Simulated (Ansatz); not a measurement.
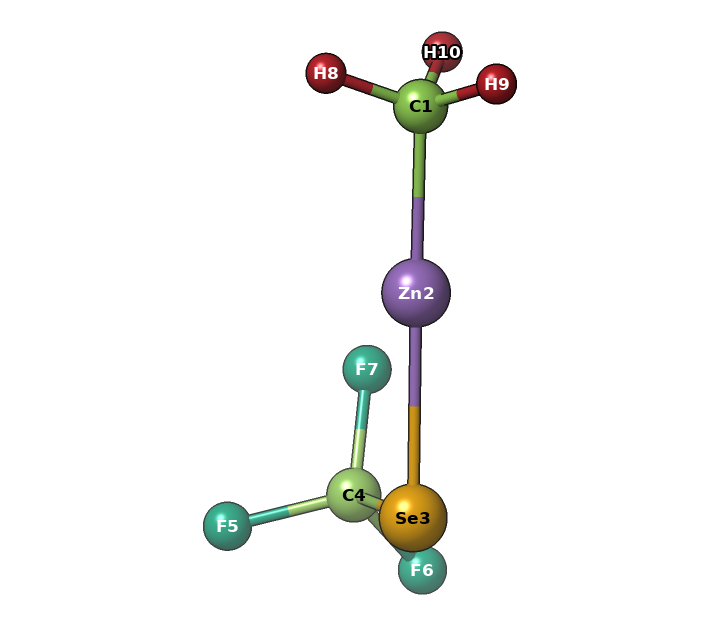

Source: calculation with Ansatz.

C4 lies behind Se3. The molecule seen a little off the Se3–C4 bond, Se3 in front. Depth is shown by fading: the farther an atom, the more it takes the colour of the background. State: charge +1, doublet. Geometry: the geometry of the neutral molecule.

What is the torsion angle Zn2–Se3–C4–F5? The sign is positive where the front bond must turn clockwise to cover the back bond.

Answer. −106°, anticlinal.
